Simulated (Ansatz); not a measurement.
System: CH2NSi (SMILES [CH2+][Si]#N) (charge +1).

Input

```
crystal:
  periodic: [false, false, false]
  atoms:
    - { symbol: C, position_ang: [-0.33185, 0.58615, -0.44832] }
    - { symbol: Si, position_ang: [0.41321, -0.72698, 0.55367] }
    - { symbol: "N", position_ang: [1.06909, -1.88012, 1.43684] }
    - { symbol: H, position_ang: [-0.49948, 0.48182, -1.52286] }
    - { symbol: H, position_ang: [-0.65097, 1.53913, -0.01933] }
total_charge: 1
basis:
  gaussian: { orbitals: def2-SVP }
hamiltonian:
  xc: b3lyp
  dispersion: d4
relax:
  f_tol: 0.02
  max_steps: 40
scf:
  lower_state_search: "off"
output:
  orbitals: {}
```

Run with:

```sh
ansatz run input.yaml --threads 1 --pin off --max-ram 2048MiB --backend cpu --events-out ev --progress --plain --runs-dir out
```

The fields are those of the relaxed geometry.

Level of theory: RKS B3LYP-D4/def2-SVP (Ansatz 0.2.0).

### Predict the electron density and electron localisation function between the atoms.

Si–N (1.62 Å): ρ is about 1.3 e/Å³ halfway; the ELF peaks at about 0.85 between the atoms; a shared but strongly polarised pair.
C–Si (1.78 Å): the density is about 1.1 e/Å³ at the midpoint; the ELF peaks at about 0.95 between the atoms (a covalent bond).
C–H (1.10 Å): the density is about 2.1 e/Å³ at the midpoint; the ELF climbs to about 1 towards the hydrogen, as it does in any bond to H; an ordinary covalent bond to hydrogen.

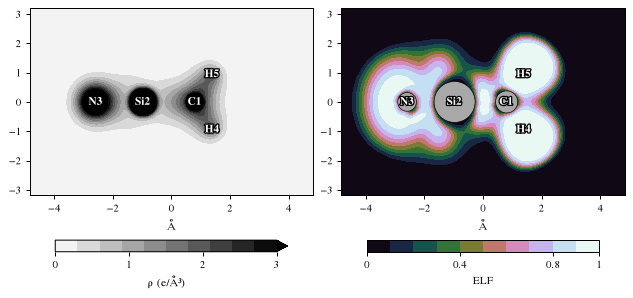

Computed electron density and electron localisation function on the molecular plane, in this order. Grey discs cover the atomic cores in the ELF map. 
